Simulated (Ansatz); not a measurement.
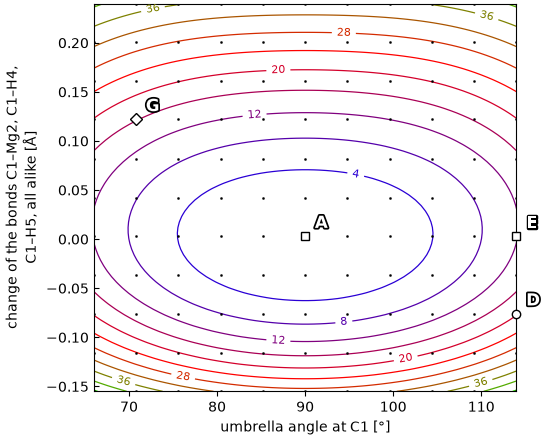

C2H5Mg, SMILES [CH2][Mg][CH3], spin multiplicity 2. 
- First axis: umbrella angle at C1 (between each of its bonds and their common axis; 90 is planar). Second axis: change of the bonds C1–Mg2, C1–H4, C1–H5, all alike.
- Nothing is relaxed (all other coordinates rigid).
- The scan uses an 11 × 11 grid.
- Points are written as (first, second).
- Energies: kcal/mol, counted from the relaxed molecule at the same level.
- Computed with UKS PBE0-D4/def2-TZVP (Ansatz).

The picture shows contour lines labelled in kcal/mol, dots at the grid points, lettered points. Between grid points the surface is interpolated.

Q: Is A the lowest point of the computed grid?

A: Yes. A, at (90.0°, 0.003 Å), has the lowest energy of the grid.

Q: What kind of point is each of A, G: minimum, saddle, maximum or slope?

A: A: minimum; G: on a slope. (In these two coordinates alone; a stationary point may lie a little off the grid point.)

Q: Rank the lettered points by energy, lowest first.

A: A (0.008 kcal/mol), E (11.8 kcal/mol), G (16.2 kcal/mol), D (19.7 kcal/mol).
